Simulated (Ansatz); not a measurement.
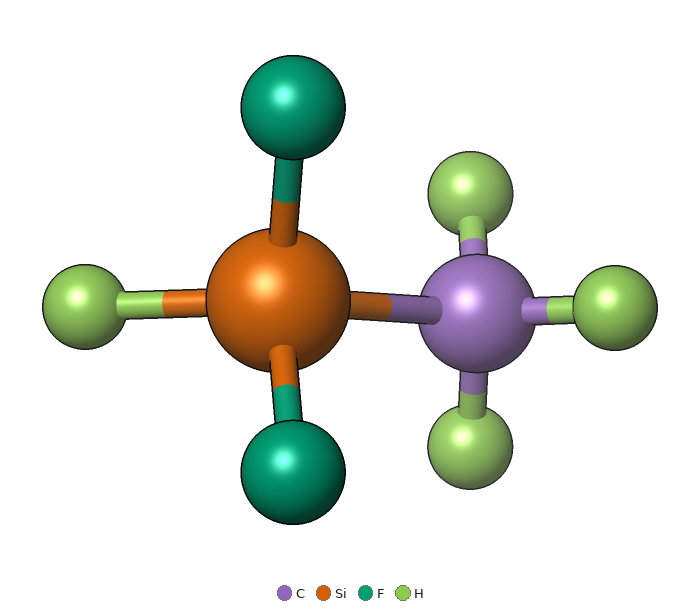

Rendered structure (ball-and-stick style). Every bond is drawn as one stick, whatever its order.

Description:

Formula CH4F2Si. SMILES: `C[SiH](F)F`. It has no ring. Among its groups: Si–H bond. This geometry has Cs symmetry. Coordination: 1 C tetrahedral; 1 Si tetrahedral.

More results for the same structure follow; atom numbers are the same in all pictures, views and colours differ. The computed structure is the end point of a PBE0-D4/def2-TZVP optimisation.

**Vibrations**

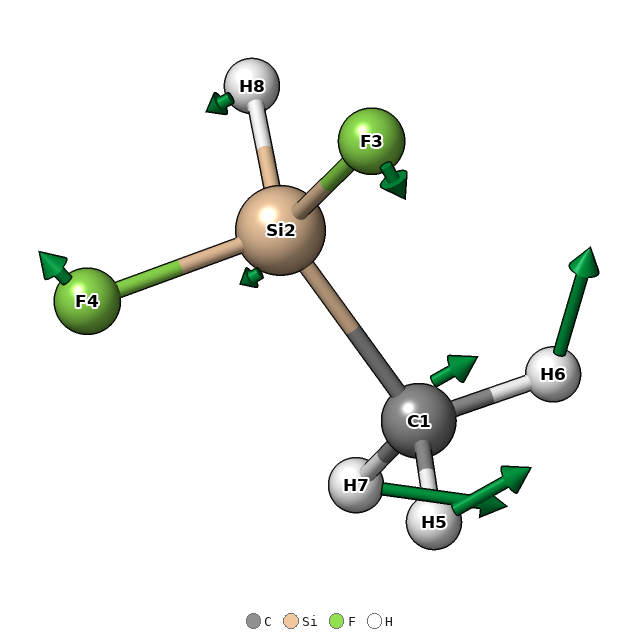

The arrows show one normal mode. Harmonic vibrations computed with RKS PBE0-D4/def2-TZVP (Ansatz 0.2.0) at a stationary point of the same level.

Estimate its harmonic wavenumber.

223 cm⁻¹; it is mode 2 of 18 counted from the lowest.

**Dipole moment**

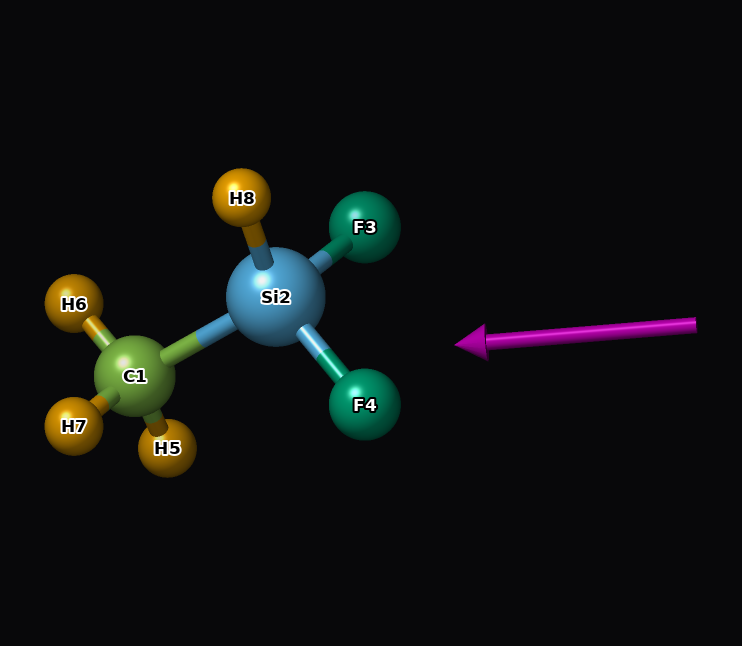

The arrow beside the molecule shows the direction of the dipole moment, from the negative to the positive end (its length means nothing). Level of theory: RKS PBE-D4/def2-TZVPP (Ansatz 0.2.0).

How large is the dipole moment?

2.04 D; it points from the side of F3, F4 to the side of H6, H7 (the outermost atoms at the two ends).

**Electronic properties**

Properties computed with RKS revPBE-D4/def2-TZVPP (Ansatz 0.2.0).

Predict the main results.

- HOMO energy (Kohn–Sham orbital): −7.86 eV
- LUMO energy (Kohn–Sham orbital): 0.27 eV
- HOMO–LUMO gap: 8.13 eV
- dispersion correction: −39.6 kJ/mol
